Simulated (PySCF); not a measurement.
SMILES C[Si](C)(O)[CH2][Al]([OH])[OH], GFN2-xTB optimised geometry. Atoms within 1.6 Å of the plane z = 0.0 Å (x, y, z in Å): Si1 (-0.36, 1.12, -1.56), O4 (1.23, 1.35, -1.31), C5 (-1.13, 0.34, 0.00), Al6 (-0.33, -1.48, 0.00), O7 (-1.24, -2.85, -0.06), O8 (1.33, -1.48, 0.00), H11 (-0.92, 3.53, -1.21), H15 (1.68, 0.64, -0.85), H16 (-0.88, 0.94, 0.87), H17 (-2.22, 0.30, -0.06), H18 (-1.89, -3.53, -0.12), H19 (2.22, -1.80, 0.04).

Method: B3LYP/def2-SVP in PySCF. Cells within 0.4 Å of a nucleus heavier than hydrogen are left out (blank, or x).

Map of the electrostatic potential (hartree/e), clipped to [-0.08, 0.12] on the plane z = 0.0 Å:

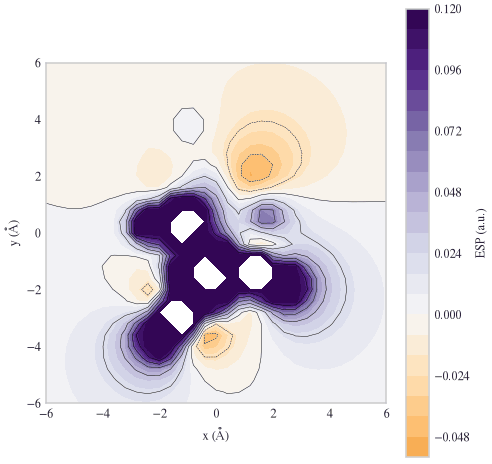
Electrostatic potential (hartree/e), clipped to [-0.08, 0.12] on the plane z = 0.0 Å.
